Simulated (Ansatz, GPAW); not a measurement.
# Work function of a 7-layer slab of Mg(0001) at several levels, part 2 of 3

How far do functional and basis move the work function of a 7-layer slab of Mg(0001)?

GPAW 26.7.0 and Ansatz 0.2.0; Ansatz plane waves; slab in vacuum with a dipole correction, relaxation (the session's first sound run).

So far, upper work function (eV): step 2 (relaxing the atoms, PBE) 3.74; step 3 (the slab's potential, PBE, GPAW) 3.74.

## 4. Self-consistent run: xc = "RPBE"

Level of this step: GPAW, PAW setups; slab in vacuum (GPAW).

The same geometry under RPBE, to see how far the functional moves the levels against the vacuum.

The input, run.py:

```python
import json
import numpy as np
from ase import Atoms
from gpaw import GPAW, PW

slab = Atoms(
    ['Mg', 'Mg', 'Mg', 'Mg', 'Mg', 'Mg', 'Mg'],
    positions=[
        [0.00000, 0.00000, 7.00000],
        [3.21000, 1.85329, 9.60652],
        [0.00000, 0.00000, 12.21304],
        [3.21000, 1.85329, 14.80376],
        [-0.00000, 0.00000, 17.39328],
        [3.21000, 1.85329, 19.98636],
        [-0.00000, 0.00000, 22.60055]],
    cell=[[3.21, 0.0, 0.0], [1.605, 2.77994, 0.0], [0.0, 0.0, 29.63912]],
    pbc=[True, True, False])

slab.calc = GPAW(mode=PW(400), xc='RPBE', kpts={'size': (11, 11, 1), 'gamma': True},
                 occupations={'name': 'fermi-dirac', 'width': 0.1}, nbands='200%',
                 convergence={'density': 1e-05}, maxiter=200,
                 poissonsolver={'dipolelayer': 'xy'},
                 symmetry={'tolerance': 1e-3}, txt='slab.txt')
result = {}
energy = slab.get_potential_energy()
fermi = slab.calc.get_fermi_level()
v = slab.calc.get_electrostatic_potential().mean((0, 1)) - fermi
n = slab.calc.get_pseudo_density().mean((0, 1))
L = slab.cell[2, 2]
z = np.arange(len(v)) * L / len(v)
low, high = slab.positions[:, 2].min(), slab.positions[:, 2].max()
below, above = np.interp([low - 4.8, high + 4.8], z, v)
slopes = [np.interp(x, z, np.gradient(v, z)) for x in (low - 4.8, high + 4.8)]
eps = np.array([[slab.calc.get_eigenvalues(k, s) for k in range(len(slab.calc.get_ibz_k_points()))]
                for s in range(slab.calc.get_number_of_spins())]) - fermi
top, bottom = eps[eps < 0].max(), eps[eps > 0].min()
dipole = slab.get_dipole_moment()[2]
print(f'energy {energy:.4f} eV, Fermi level {fermi:.4f} eV, dipole {dipole:.5f} e A')
print(f'potential 4.8 A off the faces, from the Fermi level: lower {below:.4f} eV, upper {above:.4f} eV')
print(f'slope of the potential there: lower {slopes[0]:.5f}, upper {slopes[1]:.5f} eV/A')
print(f'nearest levels on the mesh: {top:.4f} and {bottom:.4f} eV')
print('magnetic moment', round(slab.get_magnetic_moment(), 3))
result.update(energy=energy, fermi=fermi, dipole=dipole, below=below, above=above, slopes=slopes, edges=[top, bottom],
              z=z.tolist(), v=v.tolist(), n=n.tolist(), positions=slab.positions.tolist(),
              forces=slab.get_forces(apply_constraint=False).tolist(), moments=slab.get_magnetic_moments().tolist())
json.dump(result, open('result.json', 'w'))
```

Run with:

```console
OMP_NUM_THREADS=1 OPENBLAS_NUM_THREADS=1 python run.py
```

What it wrote:

```text
energy -9.2300 eV, Fermi level 0.8089 eV, dipole 0.00008 e A
potential 4.8 A off the faces, from the Fermi level: lower 3.6785 eV, upper 3.6779 eV
slope of the potential there: lower -0.00173, upper 0.00183 eV/A
nearest levels on the mesh: -0.0706 and 0.1046 eV
magnetic moment 0.0
```

Run time: 5.4 min. Hardware: 1 thread of Arm Neoverse V1, shared host; peak memory 0.28 GiB.

Numbers from this step:

* dipole along the normal: 7.69e-5 e·Å
* levels nearest the Fermi level on the mesh: -0.07063, 0.1046 eV from the Fermi level
* upper work function: 3.678 eV
* lower work function: 3.679 eV

The electrostatic potential energy of an electron (without an applied field's), less the Fermi level, planar mean oscillates, so the rows of the table below give means over windows of 2.65 Å about each position, cut where the curve ends. Its maxima inside the range that stand out by 2 % of the span (Å: eV): 8.3: 0.926, 10.9: 0.949, 13.5: 0.873, 16.1: 0.881, 18.7: 0.887, 21.3: 0.965. Its minima: 7.0: -10.00, 9.6: -9.96, 12.2: -10.0, 14.8: -10.1, 17.4: -10.0, 20.0: -9.97, 22.7: -9.92.

The electrostatic potential energy of an electron (without an applied field's), less the Fermi level, planar mean by z; means over each step:

```csv
z (Å),"electrostatic potential energy of an electron (without an applied field's), less the Fermi level, planar mean (eV)"
1.32,3.68
3.97,3.54
6.62,-3.15
9.27,-3.44
11.92,-3.48
14.57,-3.49
17.22,-3.49
19.87,-3.44
22.52,-3.43
25.17,3.30
27.82,3.68
```

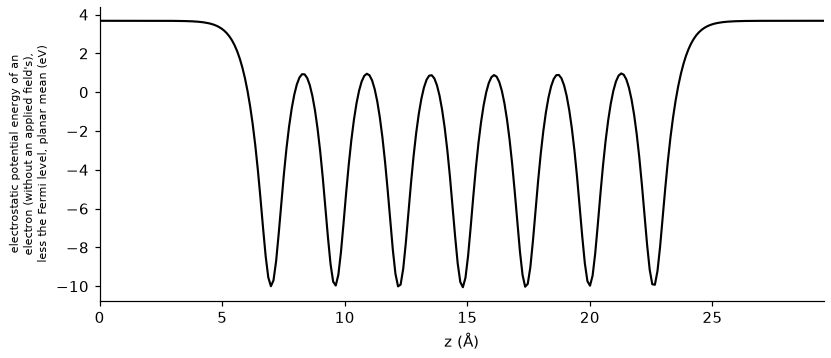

Electrostatic potential energy of an electron (without an applied field's), less the Fermi level, planar mean, plotted against z.

The pseudo valence density, planar mean oscillates, so the rows of the table below give means over windows of 2.54 Å about each position, cut where the curve ends. Its maxima inside the range that stand out by 2 % of the span (Å: e/Å³): 7.0: 1.55, 9.5: 1.47, 12.3: 1.50, 14.8: 1.55, 17.4: 1.54, 19.9: 1.46, 22.7: 1.52. Its minima: 8.3: 0.0888, 10.8: 0.0903, 13.5: 0.0919, 16.1: 0.0919, 18.8: 0.0913, 21.4: 0.0883.

The pseudo valence density, planar mean by z; means over each step:

```csv
z (Å),"pseudo valence density, planar mean (e/Å³)"
1.27,8.4e-6
3.81,0.00243
6.35,0.411
8.89,0.436
11.43,0.434
13.97,0.434
16.51,0.432
19.05,0.429
21.59,0.419
24.13,0.0922
26.67,3.6e-4
29.21,1.9e-6
```

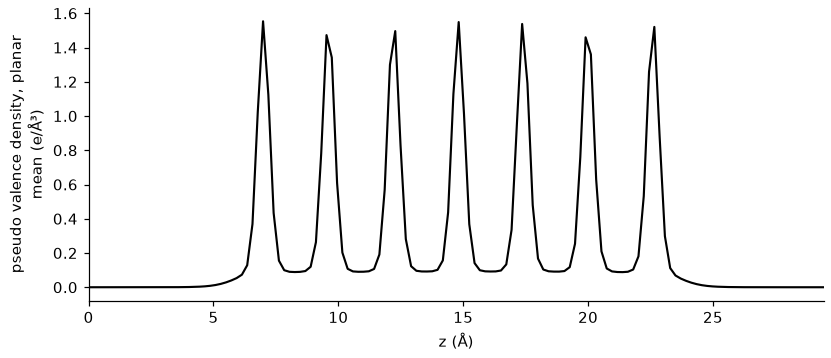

Pseudo valence density, planar mean against z.

Force by atom:

```csv
atom,x (eV/Å),y (eV/Å),z (eV/Å),size
Mg1,0.0000,0.0000,-0.0690,0.0690
Mg2,0.0000,0.0000,0.0349,0.0349
Mg3,0.0000,0.0000,-0.0167,0.0167
Mg4,0.0000,0.0000,-0.0029,0.0029
Mg5,0.0000,0.0000,-0.0006,0.0006
Mg6,0.0000,0.0000,-0.0065,0.0065
Mg7,0.0000,0.0000,0.0587,0.0587
```

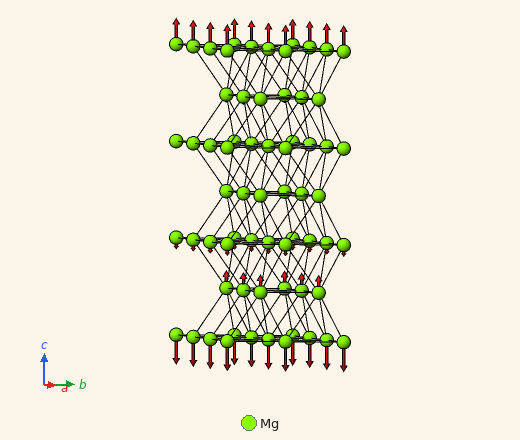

Force as arrows, the longest 0.0690 eV/Å. 3×2×1 cells are drawn. Some periodic images of atoms are drawn too.

The upper face's work function is 3.678 eV, against 3.737 eV in the first plane-wave PBE run at this geometry.

## 5. Self-consistent run: xc = "LDA"

The same geometry under LDA, to see how far the functional moves the levels against the vacuum.

run.py, as its differences from that of step 4:

```diff
@@ -18,3 +18,3 @@
 
-slab.calc = GPAW(mode=PW(400), xc='RPBE', kpts={'size': (11, 11, 1), 'gamma': True},
+slab.calc = GPAW(mode=PW(400), xc='LDA', kpts={'size': (11, 11, 1), 'gamma': True},
                  occupations={'name': 'fermi-dirac', 'width': 0.1}, nbands='200%',
```

What it wrote:

```text
energy -12.1625 eV, Fermi level 0.5687 eV, dipole 0.00004 e A
potential 4.8 A off the faces, from the Fermi level: lower 3.8577 eV, upper 3.8579 eV
slope of the potential there: lower -0.00149, upper 0.00158 eV/A
nearest levels on the mesh: -0.1145 and 0.1130 eV
magnetic moment 0.0
```

The job ended after 3.9 min (1 thread; peak memory 0.28 GiB).

Numbers from this step:

| Quantity | Value |
| --- | --- |
| dipole along the normal | 4.26e-5 e·Å |
| levels nearest the Fermi level on the mesh | -0.1145, 0.1130 eV from the Fermi level |
| upper work function | 3.858 eV |
| lower work function | 3.858 eV |

The electrostatic potential energy of an electron (without an applied field's), less the Fermi level, planar mean oscillates, so the rows of the table below give means over windows of 2.65 Å about each position, cut where the curve ends. Its maxima inside the range that stand out by 2 % of the span (Å: eV): 8.3: 1.17, 10.9: 1.20, 13.5: 1.13, 16.1: 1.14, 18.7: 1.14, 21.3: 1.21. Its minima: 7.0: -9.74, 9.6: -9.68, 12.2: -9.71, 14.8: -9.75, 17.4: -9.73, 20.0: -9.68, 22.7: -9.66.

Electrostatic potential energy of an electron (without an applied field's), less the Fermi level, planar mean against z; means over each step:

```csv
z (Å),"electrostatic potential energy of an electron (without an applied field's), less the Fermi level, planar mean (eV)"
1.32,3.86
3.97,3.72
6.62,-2.90
9.27,-3.16
11.92,-3.20
14.57,-3.20
17.22,-3.20
19.87,-3.16
22.52,-3.17
25.17,3.49
27.82,3.86
```

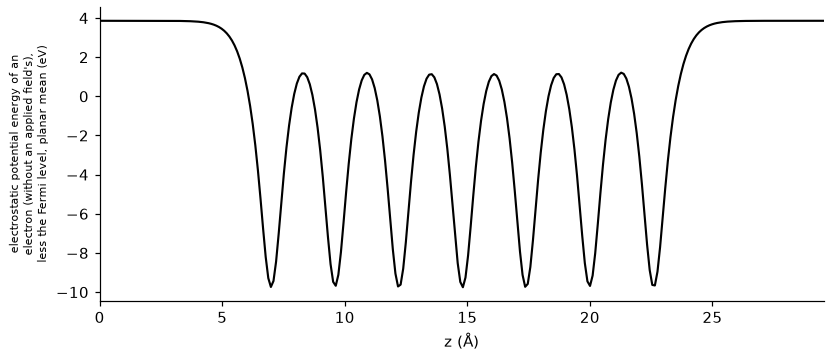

Electrostatic potential energy of an electron (without an applied field's), less the Fermi level, planar mean against z.

The upper face's work function is 3.858 eV, against 3.737 eV in the first plane-wave PBE run at this geometry.

## 6. OptPBE vdW: xc = "optPBE-vdW"

The same geometry under optPBE-vdW, to see how far the functional moves the levels against the vacuum (the van der Waals functionals take revPBE setups).

run.py, as its differences from that of step 5:

```diff
@@ -18,3 +18,3 @@
 
-slab.calc = GPAW(mode=PW(400), xc='LDA', kpts={'size': (11, 11, 1), 'gamma': True},
+slab.calc = GPAW(mode=PW(400), xc='optPBE-vdW', kpts={'size': (11, 11, 1), 'gamma': True},
                  occupations={'name': 'fermi-dirac', 'width': 0.1}, nbands='200%',
```

What it wrote:

```text
energy -44.8917 eV, Fermi level 0.7012 eV, dipole 0.00003 e A
potential 4.8 A off the faces, from the Fermi level: lower 3.8324 eV, upper 3.8328 eV
slope of the potential there: lower -0.00288, upper 0.00298 eV/A
nearest levels on the mesh: -0.0860 and 0.0989 eV
magnetic moment 0.0
```

It took 5.3 min on 1 thread; peak memory 0.44 GiB.

Numbers from this step:

```
dipole along the normal                    : 2.73e-5 e·Å
levels nearest the Fermi level on the mesh : -0.08596, 0.09894 eV from the Fermi level
upper work function                        : 3.833 eV
lower work function                        : 3.832 eV
```

The electrostatic potential energy of an electron (without an applied field's), less the Fermi level, planar mean oscillates, so the rows of the table below give means over windows of 2.65 Å about each position, cut where the curve ends. Its maxima inside the range that stand out by 2 % of the span (Å: eV): 8.3: 0.964, 10.9: 1.01, 13.5: 0.936, 16.1: 0.944, 18.7: 0.946, 21.3: 1.00. Its minima: 7.0: -9.89, 9.6: -9.85, 12.2: -9.89, 14.8: -9.93, 17.4: -9.91, 20.0: -9.86, 22.7: -9.81.

Table of electrostatic potential energy of an electron (without an applied field's), less the Fermi level, planar mean by z; means over each step:

```csv
z (Å),"electrostatic potential energy of an electron (without an applied field's), less the Fermi level, planar mean (eV)"
1.32,3.83
3.97,3.67
6.62,-3.06
9.27,-3.36
11.92,-3.39
14.57,-3.40
17.22,-3.40
19.87,-3.35
22.52,-3.34
25.17,3.42
27.82,3.83
```

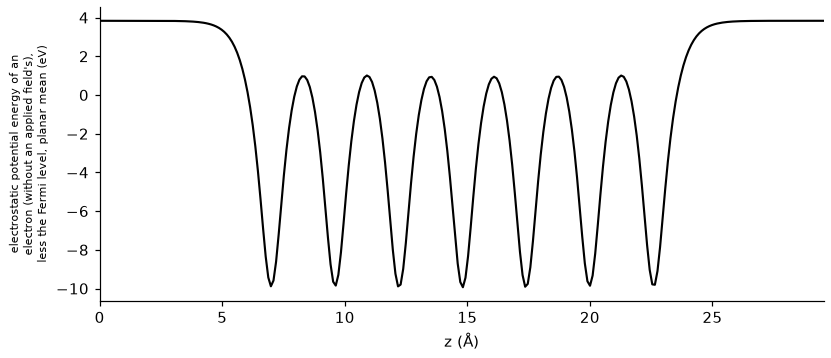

Electrostatic potential energy of an electron (without an applied field's), less the Fermi level, planar mean, plotted against z.

The upper face's work function is 3.833 eV, against 3.737 eV in the first plane-wave PBE run at this geometry.

## 7. Self-consistent run: xc = "revPBE"

The same geometry under revPBE, to see how far the functional moves the levels against the vacuum.

run.py, as its differences from that of step 6:

```diff
@@ -18,3 +18,3 @@
 
-slab.calc = GPAW(mode=PW(400), xc='optPBE-vdW', kpts={'size': (11, 11, 1), 'gamma': True},
+slab.calc = GPAW(mode=PW(400), xc='revPBE', kpts={'size': (11, 11, 1), 'gamma': True},
                  occupations={'name': 'fermi-dirac', 'width': 0.1}, nbands='200%',
```

What it wrote:

```text
energy -9.3591 eV, Fermi level 0.7975 eV, dipole 0.00005 e A
potential 4.8 A off the faces, from the Fermi level: lower 3.6790 eV, upper 3.6789 eV
slope of the potential there: lower -0.00168, upper 0.00174 eV/A
nearest levels on the mesh: -0.0733 and 0.1049 eV
magnetic moment 0.0
```

Elapsed: 3.4 min, on 1 thread; peak memory 0.28 GiB.

Numbers from this step:

```yaml
dipole_along_the_normal: 5.33e-5 e·Å
levels_nearest_the_fermi_level_on_the_mesh: -0.07331, 0.1049 eV from the Fermi level
upper_work_function: 3.679 eV
lower_work_function: 3.679 eV
```

The upper face's work function is 3.679 eV, against 3.737 eV in the first plane-wave PBE run at this geometry.

## 8. Self-consistent run: xc = "vdW-DF2"

The same geometry under vdW-DF2, to see how far the functional moves the levels against the vacuum (the van der Waals functionals take revPBE setups).

run.py, as its differences from that of step 7:

```diff
@@ -18,3 +18,3 @@
 
-slab.calc = GPAW(mode=PW(400), xc='revPBE', kpts={'size': (11, 11, 1), 'gamma': True},
+slab.calc = GPAW(mode=PW(400), xc='vdW-DF2', kpts={'size': (11, 11, 1), 'gamma': True},
                  occupations={'name': 'fermi-dirac', 'width': 0.1}, nbands='200%',
```

What it wrote:

```text
energy -149.2083 eV, Fermi level 0.6485 eV, dipole 0.00007 e A
potential 4.8 A off the faces, from the Fermi level: lower 3.8511 eV, upper 3.8508 eV
slope of the potential there: lower -0.00254, upper 0.00258 eV/A
nearest levels on the mesh: -0.1043 and 0.1059 eV
magnetic moment 0.0
```

It took 5.7 min on 1 thread; peak memory 0.44 GiB.

Numbers from this step:

```
dipole along the normal                    : 6.77e-5 e·Å
levels nearest the Fermi level on the mesh : -0.1043, 0.1059 eV from the Fermi level
upper work function                        : 3.851 eV
lower work function                        : 3.851 eV
```

The electrostatic potential energy of an electron (without an applied field's), less the Fermi level, planar mean oscillates, so the rows of the table below give means over windows of 2.65 Å about each position, cut where the curve ends. Its maxima inside the range that stand out by 2 % of the span (Å: eV): 8.3: 0.989, 10.9: 1.05, 13.5: 0.980, 16.1: 0.987, 18.7: 0.985, 21.3: 1.03. Its minima: 7.0: -9.76, 9.6: -9.76, 12.2: -9.80, 14.8: -9.84, 17.4: -9.82, 20.0: -9.77, 22.7: -9.68.

The electrostatic potential energy of an electron (without an applied field's), less the Fermi level, planar mean by z; means over each step:

```csv
z (Å),"electrostatic potential energy of an electron (without an applied field's), less the Fermi level, planar mean (eV)"
1.32,3.85
3.97,3.69
6.62,-2.97
9.27,-3.30
11.92,-3.32
14.57,-3.33
17.22,-3.33
19.87,-3.29
22.52,-3.25
25.17,3.44
27.82,3.85
```

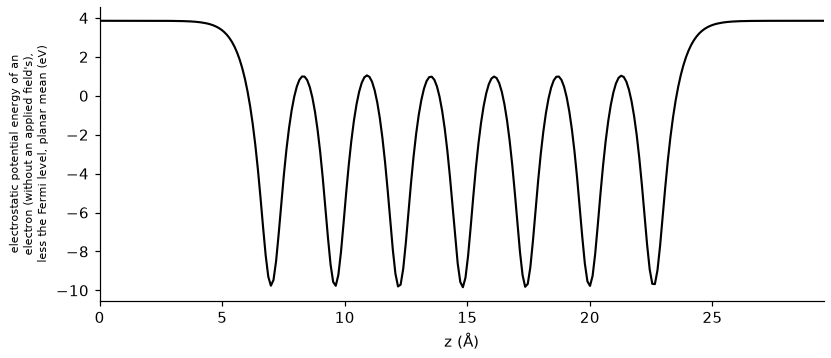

Electrostatic potential energy of an electron (without an applied field's), less the Fermi level, planar mean against z.

The upper face's work function is 3.851 eV, against 3.737 eV in the first plane-wave PBE run at this geometry.

## 9. Real-space grid: mode = "fd"

A real-space grid is a second complete basis, so it checks the plane-wave result.

run.py, as its differences from that of step 8:

```diff
@@ -3,3 +3,3 @@
 from ase import Atoms
-from gpaw import GPAW, PW
+from gpaw import GPAW
 
@@ -18,3 +18,3 @@
 
-slab.calc = GPAW(mode=PW(400), xc='vdW-DF2', kpts={'size': (11, 11, 1), 'gamma': True},
+slab.calc = GPAW(mode='fd', h=0.18, xc='PBE', kpts={'size': (11, 11, 1), 'gamma': True},
                  occupations={'name': 'fermi-dirac', 'width': 0.1}, nbands='200%',
```

What it wrote:

```text
energy -10.8427 eV, Fermi level -3.7384 eV, dipole -0.00000 e A
potential 4.8 A off the faces, from the Fermi level: lower 3.7379 eV, upper 3.7379 eV
slope of the potential there: lower -0.00145, upper 0.00146 eV/A
nearest levels on the mesh: -0.0945 and 0.1089 eV
magnetic moment 0.0
```

Run time: 18 min. Hardware: 1 thread; peak memory 1.2 GiB.

Numbers from this step:

* dipole along the normal: -2.03e-6 e·Å
* levels nearest the Fermi level on the mesh: -0.09452, 0.1089 eV from the Fermi level
* upper work function: 3.738 eV
* lower work function: 3.738 eV

The upper face's work function is 3.738 eV, against 3.737 eV in the first plane-wave PBE run at this geometry.

## 10. Atomic orbitals: mode = "lcao"

Atom-centred orbitals end a few angstrom from the surface, which tests how much the density's tail matters.

run.py, as its differences from that of step 9:

```diff
@@ -18,4 +18,4 @@
 
-slab.calc = GPAW(mode='fd', h=0.18, xc='PBE', kpts={'size': (11, 11, 1), 'gamma': True},
-                 occupations={'name': 'fermi-dirac', 'width': 0.1}, nbands='200%',
+slab.calc = GPAW(mode='lcao', basis='dzp', h=0.18, xc='PBE', kpts={'size': (11, 11, 1), 'gamma': True},
+                 occupations={'name': 'fermi-dirac', 'width': 0.1}, nbands='120%',
                  convergence={'density': 1e-05}, maxiter=200,
```

What it wrote:

```text
energy -9.2793 eV, Fermi level -3.7723 eV, dipole -0.00001 e A
potential 4.8 A off the faces, from the Fermi level: lower 3.7722 eV, upper 3.7724 eV
slope of the potential there: lower -0.00027, upper 0.00027 eV/A
nearest levels on the mesh: -0.0552 and 0.0955 eV
magnetic moment 0.0
```

Run time: 17 min. Hardware: 1 thread; peak memory 0.39 GiB.

This step gave:

| Property | Result |
| --- | --- |
| dipole along the normal | -9.00e-6 e·Å |
| levels nearest the Fermi level on the mesh | -0.05517, 0.09547 eV from the Fermi level |
| upper work function | 3.772 eV |
| lower work function | 3.772 eV |

The electrostatic potential energy of an electron (without an applied field's), less the Fermi level, planar mean oscillates, so the rows of the table below give means over windows of 2.62 Å about each position, cut where the curve ends. Its maxima inside the range that stand out by 2 % of the span (Å: eV): 8.3: 0.963, 10.9: 0.954, 13.6: 0.880, 16.1: 0.890, 18.7: 0.911, 21.3: 0.977. Its minima: 7.0: -9.98, 9.6: -9.95, 12.2: -10.1, 14.8: -10.0, 17.3: -10.00, 20.0: -9.97, 22.6: -10.0.

Electrostatic potential energy of an electron (without an applied field's), less the Fermi level, planar mean against z; means over each step:

```csv
z (Å),"electrostatic potential energy of an electron (without an applied field's), less the Fermi level, planar mean (eV)"
1.31,3.77
3.93,3.66
6.55,-3.07
9.17,-3.48
11.79,-3.51
14.41,-3.54
17.03,-3.53
19.65,-3.49
22.27,-3.50
24.89,3.13
27.51,3.77
```

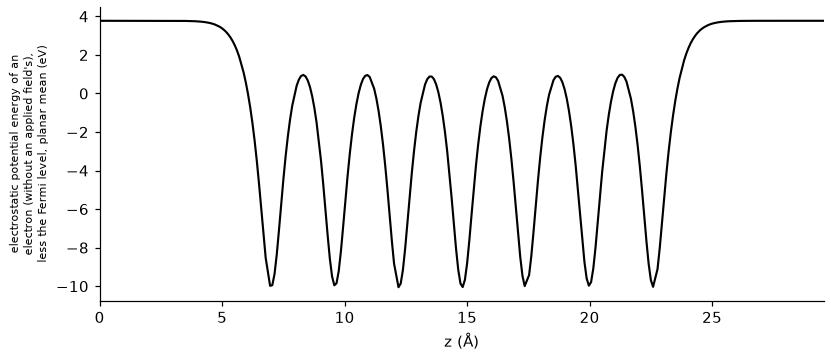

Electrostatic potential energy of an electron (without an applied field's), less the Fermi level, planar mean against z.

The upper face's work function is 3.772 eV, against 3.737 eV in the first plane-wave PBE run at this geometry.

## 11. Cost and result by level

Times are for 1 thread of Arm Neoverse V1, shared host. The runs compared:

```csv
no.,run,upper work function (eV),time,memory (GiB)
1,pw,3.737,5.8 min,0.28
2,RPBE,3.678,5.4 min,0.28
3,LDA,3.858,3.9 min,0.28
4,optPBE vdW,3.833,5.3 min,0.44
5,revPBE,3.679,3.4 min,0.28
6,vdW DF2,3.851,5.7 min,0.44
7,fd,3.738,18 min,1.2
8,lcao,3.772,17 min,0.39
```

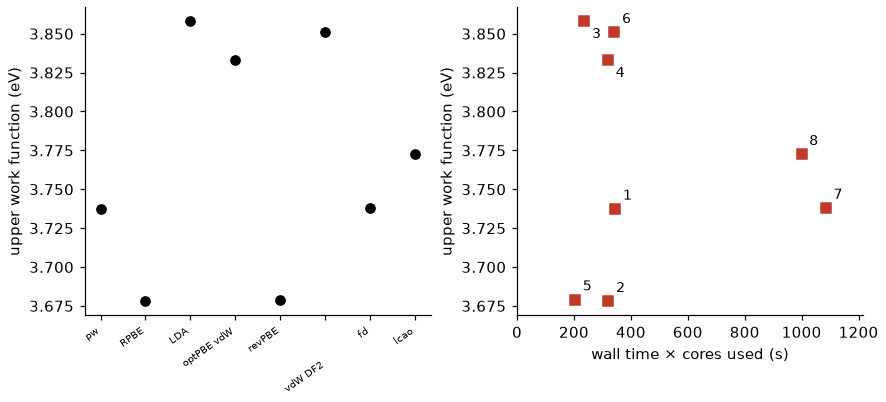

The series as plots; the last panel sets the first result against cost, with the runs numbered as in the table.

[end of part 2 of 3]

[Logs are printed without paths, hosts, clocks, repeated set-up lines and the standing remarks that a program may print on its own settings, such as how far it seeks lower states.]

[Hosts, paths, dates, database ids (printed as entryN), source tags and the programs' standing remarks are cut or masked in the printed files.]
